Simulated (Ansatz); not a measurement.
# Br2 (SMILES BrBr): CCSD/STO-3G

Aim: the energy change on altering one bond length of Br2 at CCSD/STO-3G, from 2 runs. 

The calculation is run with Ansatz 0.2.0.

31 further runs of the same task are left out: 10 that didn't finish, 21 set aside as unsound or not needed.

**1. The structure to begin with**

Br2 has 2 atoms, charge 0, and is taken as a singlet. As SMILES, `BrBr`. The coordinates come from a PBE0-D4/def2-TZVP relaxation.

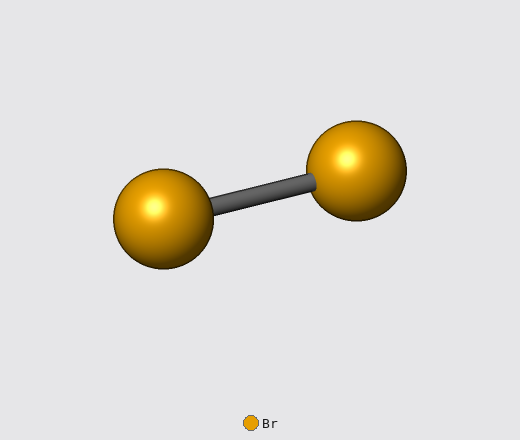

The structure, seen from a chosen angle (bromine amber).

**2. A single-point energy at CCSD/STO-3G**

input.yaml reads:

```yaml
crystal:
  periodic: [false, false, false]
  atoms:
    - {symbol: Br, position_ang: [0.972980, -0.325390, 0.498520]}
    - {symbol: Br, position_ang: [-0.972980, 0.325390, -0.498520]}
basis:
  gaussian:
    orbitals: STO-3G
scf:
  omitted_lower_state_checks: [cluster_reference, increment]
accuracy: high
correlation:
  method: ccsd
  frozen_orbitals: {Br: 9}
```

Command:

```console
$ ansatz run input.yaml --threads 1 --pin off --max-ram 3480MiB --events-out events.jsonl --progress --plain --runs-dir runs
```

What it wrote (excerpt; [...] marks lines left out):

```text
Warning: RAYON_NUM_THREADS=1 ignored (pool sized by the plan → 1); use --threads N
Functional definition: HF
  name "HF"
[...]
437 factors; integrals over basis functions are off by at most 9.3e-9 eV
[...]
mean field -138487.66603475 eV, -5089.3278564654 hartree, gradient 3.3e-9 eV, S^2 0.000000; 0 other end points of the search recorded, 0 dependent functions left out
18 core orbitals not correlated: weight in the atoms' cores, before any rotation towards them, 1.000 or more for the frozen orbitals, at most 0.000 for the correlated occupied ones
reference -138487.66603475 eV, -5089.3278564654 hartree; 17, 17 occupied and 1, 1 virtual orbitals, 437 factors
second order -0.44338325 eV of doubles, -0.00000000 eV of singles
cycle   1  -0.57189269 eV  change   -1.3e-1 eV  update   3.9e-2
[...]
cycle  14  -0.65468615 eV  change    1.2e-9 eV  update   1.8e-9
Total energy: -138488.32072090 eV, -5089.3519157377 hartree
Checks for a lower state left out: cluster_reference, increment
```

It took 0.32 s on 1 thread of Arm Neoverse V2, shared host.

**3. The distorted shape**

in.yaml reads:

```yaml
crystal:
  periodic: [false, false, false]
  atoms:
    - {symbol: Br, position_ang: [1.459441, -0.488075, 0.747765]}
    - {symbol: Br, position_ang: [-0.972980, 0.325390, -0.498520]}
basis:
  gaussian: {orbitals: STO-3G}
correlation: {method: ccsd, frozen_orbitals: {Br: 9}}
accuracy: high
scf: {omitted_lower_state_checks: [cluster_reference, increment]}
```

Command:

```console
$ ansatz run in.yaml --threads 1 --pin off --max-ram 3480MiB --events-out events.jsonl --progress --plain --runs-dir runs
```

What it wrote (excerpt; [...] marks lines left out):

```text
Warning: RAYON_NUM_THREADS=1 ignored (pool sized by the plan → 1); use --threads N
Functional definition: HF
  name "HF"
[...]
417 factors; integrals over basis functions are off by at most 8.9e-9 eV
[...]
mean field -138485.47381548 eV, -5089.2472938934 hartree, gradient 7.1e-9 eV, S^2 0.000000; 0 other end points of the search recorded, 0 dependent functions left out; unrestricted orbitals would lower it
18 core orbitals not correlated: weight in the atoms' cores, before any rotation towards them, 1.000 or more for the frozen orbitals, at most 0.000 for the correlated occupied ones
reference -138485.47381548 eV, -5089.2472938934 hartree; 17, 17 occupied and 1, 1 virtual orbitals, 417 factors
second order -0.98438457 eV of doubles, -0.00000000 eV of singles
cycle   1  -1.21200889 eV  change   -4.1e-1 eV  update   1.0e-1
[...]
cycle  19  -1.72679693 eV  change   -2.9e-9 eV  update   1.3e-9
WARN: these amplitudes may be one of several solutions (largest doubles amplitude 0.40, level shift 2.38 eV)
Total energy: -138487.20061241 eV, -5089.3107525100 hartree
Checks for a lower state left out: cluster_reference, increment
```

Wall time 0.32 s (1 thread of Arm Neoverse V2, shared host).

**4. What came out**

Level: CCSD/STO-3G, 18 core orbitals frozen.

| quantity | value |
| --- | --- |
| first shape: total energy | -5089.35192 Eh |
| first shape: correlation energy (18 core orbitals frozen) | -24.1 mEh |
| first shape: T1 diagnostic | 0.002 |
| distorted shape: total energy | -5089.31075 Eh |
| distorted shape: correlation energy (18 core orbitals frozen) | -63.5 mEh |
| distorted shape: T1 diagnostic | 0.004 |
| energy change with the Br1–Br2 bond stretched from 2.281 to 2.852 Å | 1.120 eV |

**Reading.** With the Br1–Br2 bond stretched from 2.281 to 2.852 Å the energy rises by 1.12 eV (108 kJ/mol). The first shape isn't relaxed at this level, so the change isn't measured from a minimum. The minimal basis adds a large error of its own. The restricted solution (distorted shape) is unstable to spin breaking: an unrestricted one lies lower.
